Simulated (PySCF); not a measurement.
# C₄H₈F₂SSi, SMILES `CS[SiH2]C(C)=C(F)F`: electronic structure

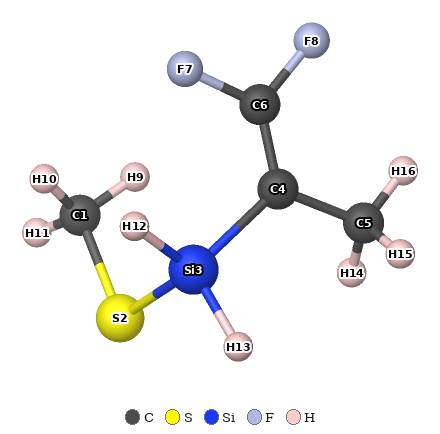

The molecule, with its atoms numbered as below. No frequency check shows the geometry to be a minimum.

Geometry (Å), atoms numbered from 1:

```
C1      -1.6891    1.5473   -0.7977
S2      -2.3184   -0.1001   -0.3330
Si3     -0.7539   -0.7590    0.9782
C4       0.8808   -0.6832    0.0288
C5       1.2671   -1.8291   -0.8554
C6       1.6417    0.3888    0.1157
F7       1.3676    1.4585    0.8697
F8       2.7996    0.5982   -0.5151
H9      -0.7751    1.4389   -1.3736
H10     -1.5096    2.1381    0.0944
H11     -2.4563    2.0140   -1.4058
H12     -0.6978    0.1093    2.1472
H13     -1.0812   -2.1476    1.2507
H14      0.4605   -2.0427   -1.5549
H15      1.4260   -2.7204   -0.2506
H16      2.1752   -1.6157   -1.4144
```

## 1. Bonding charge

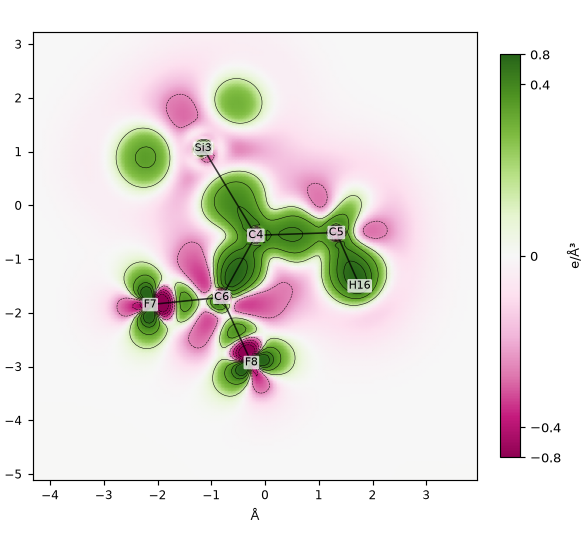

Deformation density (molecule less spherical, spin-averaged free atoms) in the plane of Si3, C4, C5, C6, F7, F8 and H16; colour scale in e/Å³, logarithmic beyond ±0.1; green: gain, pink: loss.

PySCF calculation, ωB97X/def2-SVPD, gas phase; geometry: GFN2-xTB.

> How much density has each bond in this plane gained at its critical point, relative to the free atoms?

C5–H16: +0.71 e/Å³ at the bond critical point (bond length 1.09 Å). C4–C6: +0.67 e/Å³ at the bond critical point (bond length 1.32 Å). C4–C5: +0.44 e/Å³ at the bond critical point (bond length 1.50 Å). Si3–C4: +0.14 e/Å³ at the bond critical point (bond length 1.89 Å). C6–F8: +0.08 e/Å³ at the bond critical point (bond length 1.33 Å); up to 0.6 Å beside the axis the gain reaches +0.30 e/Å³. C6–F7: +0.07 e/Å³ at the bond critical point (bond length 1.34 Å); up to 0.6 Å beside the axis the gain reaches +0.30 e/Å³. In all, 3.8 electrons gather in the regions of gain relative to the promolecule. A small or negative value marks a very polar bond, one between electron-rich atoms, whose free-atom densities already overlap strongly, a long bond to a heavier atom, or a closed-shell contact such as a hydrogen bond.

> Where do the Hirshfeld charges lie?

The highest Hirshfeld charge is on Si3 (+0.32 e), the lowest on C4 (−0.12 e).

## 2. Local ionisation energy

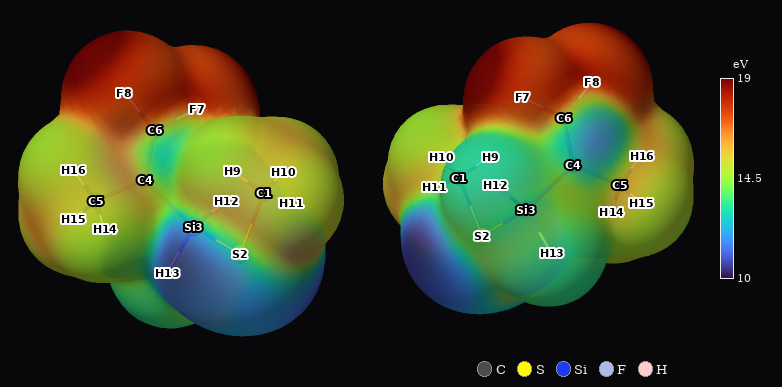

Average local ionisation energy on the surface of electron density 0.001 a.u. (back view left, front view right).

> Where are the most loosely bound electrons on this surface?

The lowest value is 10.3 eV, 2.3 Å from S2. Further minima include 11.9 eV, over C4, off the plane of its three bonds (2.2 Å); 13.0 eV, 1.5 Å from H12; 13.0 eV, over C6, off the plane of its three bonds (2.2 Å). For comparison, the highest occupied orbital lies at −9.2 eV.

## 3. Excited states

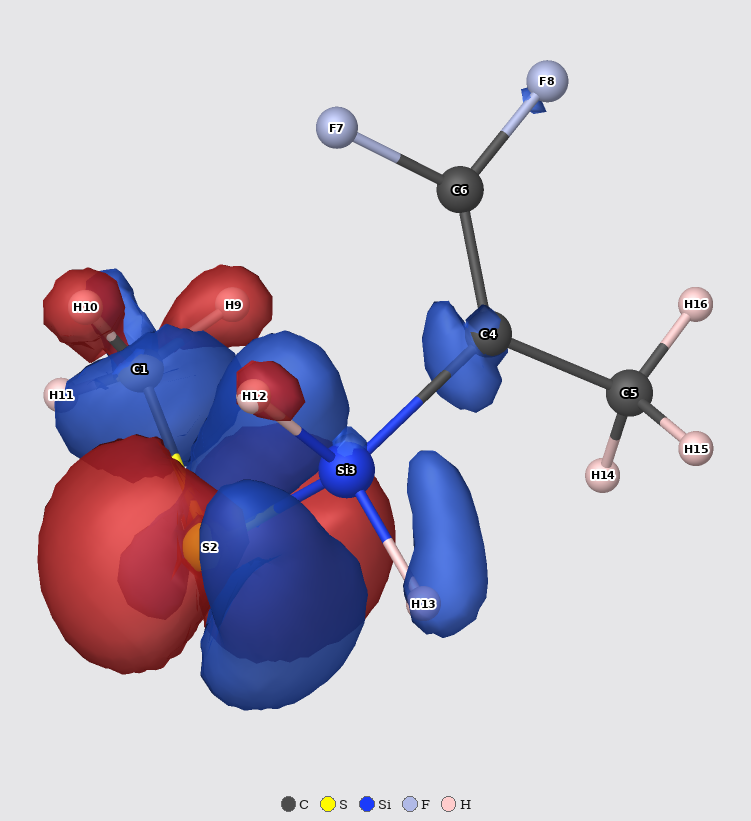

Unrelaxed difference density of S₂ less the ground state (full linear response singlet states), ±0.02 e/Å³; blue: gain, red: loss.

Method: PBE0/def2-SVP; geometry: GFN2-xTB; program: PySCF. Without diffuse functions Rydberg states are missing, so the states' numbers hold for this basis only.

> How does the charge move on excitation?

0.73 e is displaced in all, of which about 0.5 e passes between atoms: S2 (0.46 e) loses electrons and Si3 (0.15 e) and C1 (0.13 e) gain them. The state: 6.17 eV (201 nm), f = 0.002 (very weak); the leading pair carries 99 %; hole on S2 (76 %), Si3 (7 %) and C1 (5 %), electron on S2 (29 %), Si3 (22 %) and C1 (19 %); their centroids lie 0.6 Å apart.

## 4. In an electric field

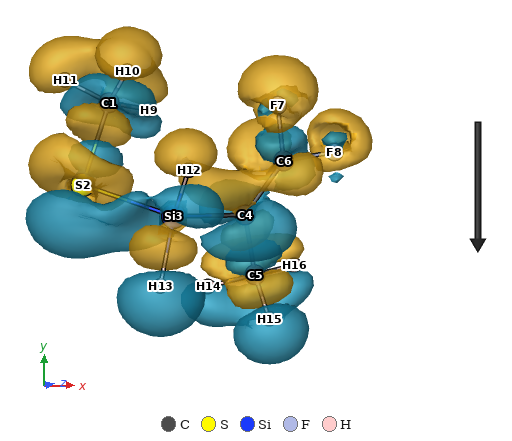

Change of the electron density in a uniform field of 0.51 V/Å along −y (arrow), surfaces at ±0.004 e/Å³ (yellow: gain, teal: loss).

Computed with PySCF, PBE0/def2-SVP, geometry: GFN2-xTB. A basis without diffuse functions makes polarisabilities too small.

The field was applied in both directions; the picture shows the one opposite to the script's first.

> How large is the response?

The induced dipole is 2.17 D (along the field); α along this axis, from the fields in both directions, is 86 bohr³ (12.7 Å³).
